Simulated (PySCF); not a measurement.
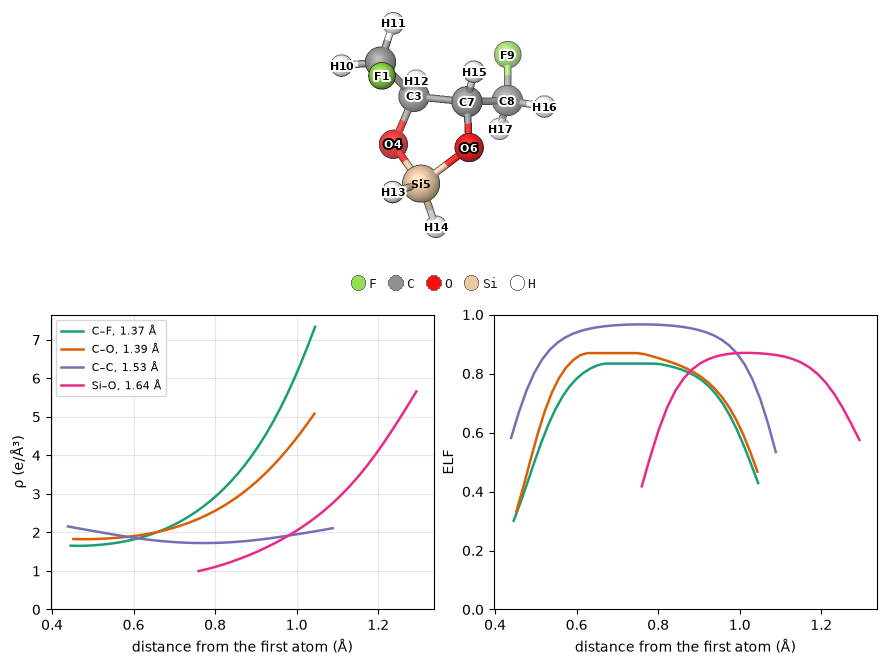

*C4H8F2O2Si. Electron density and ELF along straight lines between neighbouring atoms. The curves leave out the atomic cores. The structure is drawn too.*

Geometry: GFN2-xTB.

Level of theory: PBE0/pcSseg-1, SCF density, gas phase, non-relativistic (PySCF 2.14.0).

```xyz
17

F    -1.7116   -0.9019   -1.5289
C    -1.3139   -1.5010   -0.3621
C    -0.4155   -0.5634    0.4424
O    -1.1542    0.5023    0.9556
Si   -0.9448    1.8723    0.0739
O     0.3556    1.3367   -0.7760
C     0.7163    0.0370   -0.4346
C     2.0380    0.0734    0.3316
F     2.4531   -1.2031    0.6141
H    -2.2209   -1.7315    0.2038
H    -0.7790   -2.4166   -0.6318
H     0.0015   -1.1341    1.2808
H    -2.0347    2.1215   -0.8500
H    -0.5716    2.9184    1.0085
H     0.8440   -0.5484   -1.3526
H     2.8185    0.5504   -0.2673
H     1.9123    0.6000    1.2828
```

What kind of bonding do the profiles show?

Answer. C–F (1.37 Å): ρ is about 2.1 e/Å³ halfway, with its minimum of 1.7 e/Å³ about 0.5 Å from C; the ELF peaks at about 0.85 between the atoms (a shared but strongly polarised pair).
C–O (1.39 Å): ρ is about 2.1 e/Å³ halfway, with its minimum of 1.8 e/Å³ about 0.5 Å from C; the ELF peaks at about 0.85 between the atoms: a polar covalent bond.
C–C (1.53 Å): ρ is about 1.7 e/Å³ halfway; the ELF peaks at about 0.95 between the atoms (a covalent bond).
Si–O (1.64 Å): ρ is about 1.2 e/Å³ halfway; the ELF peaks at about 0.85 between the atoms, as expected for a shared but strongly polarised pair.
